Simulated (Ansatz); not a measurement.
Consider Sc2As3Rh.

```xyz
18
Lattice="5.6669 0.0000 0.0000 -2.8335 4.9077 0.0000 0.0000 0.0000 11.5831" Properties=species:S:1:pos:R:3 pbc="T T T"
Sc    0.0000    3.2718    0.3482
Sc    0.0000    0.0000    4.2092
Sc    2.8335    1.6359    8.0703
Sc    0.0000    3.2718    3.5128
Sc    0.0000    0.0000    7.3739
Sc    2.8335    1.6359   11.2349
As    2.8334    3.2718    1.9306
As    2.8335    0.0000    5.7916
As    0.0000    1.6359    9.6526
As    4.2502    0.8180    1.9306
As    1.4167    2.4538    5.7916
As   -1.4167    4.0897    9.6526
As    1.4167    0.8180    1.9306
As   -1.4167    2.4538    5.7916
As    1.4168    4.0897    9.6526
Rh    0.0000    0.0000    0.0000
Rh    2.8335    1.6359    3.8610
Rh    0.0000    3.2718    7.7221
```

Space group R-3m; a structure from a database of computed crystals, not necessarily the ambient phase; started from the Mg2Ni3P-166 prototype, which need not be the ambient phase; computed without spin polarisation.

Computed with DFT, r2SCAN+rVV10, plane waves, PAW (Ansatz 0.2.0).

> What can the converged valence pseudo-density and electron localisation function tell about the bonding?

Sc–As (3.25 Å): the density is about 0.13 e/Å³ at the midpoint, with its minimum of 0.11 e/Å³ about 1.4 Å from Sc; the ELF is about 0.30 at the midpoint.

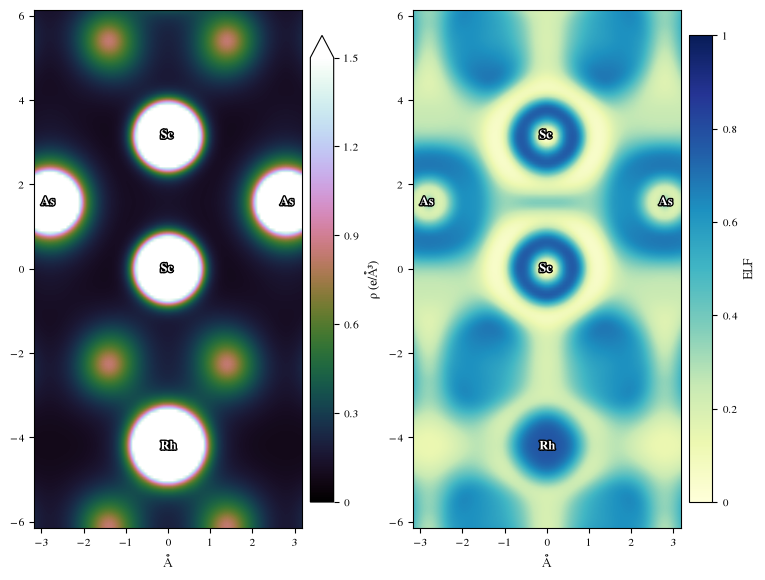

Computed valence pseudo-density and electron localisation function on the (100) plane of the conventional cell, in this order. Atoms just off the plane (As, 0.8 Å away) can leave unmarked features too.
